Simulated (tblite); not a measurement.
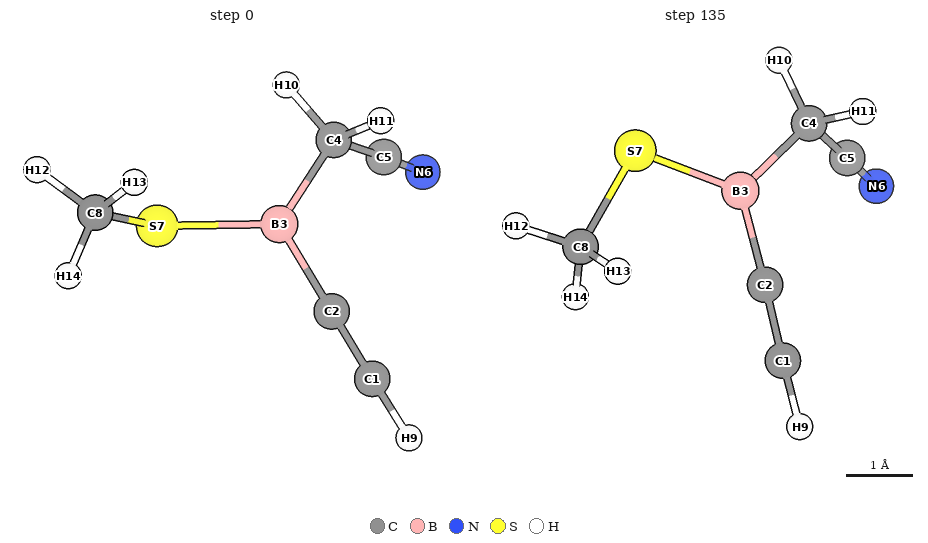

The structure of C5H6BNS before (left) and after (right) a relaxation, at one scale.

Style: ball-and-stick. Shown from a free direction.

Level of theory: GFN2-xTB geometry optimisation, gas phase (tblite). 

Describe what moved and what it gained.

H14 moves most after the best rigid fit: 1.47 Å. By element the largest moves are H 1.47 Å, S 1.38 Å, C 1.03 Å, B 0.51 Å, N 0.33 Å. Near-neighbour distances that change, for instance: B3–S7 1.895 → 1.774 Å, C2–B3 1.562 → 1.502 Å, C5–N6 1.178 → 1.144 Å, C4–H11 1.125 → 1.095 Å. Bond angles that change, for instance: B3–S7–C8 111.2° → 103.5°, C2–B3–C4 113.1° → 120.7°, B3–C4–H10 107.5° → 112.1°. Groups turn about S7–C8 by about 40°. Over 135 geometry steps the energy falls by 123.5 kJ/mol. Cost: 1.4 s on 1 thread of Arm Neoverse N1, on a shared host.
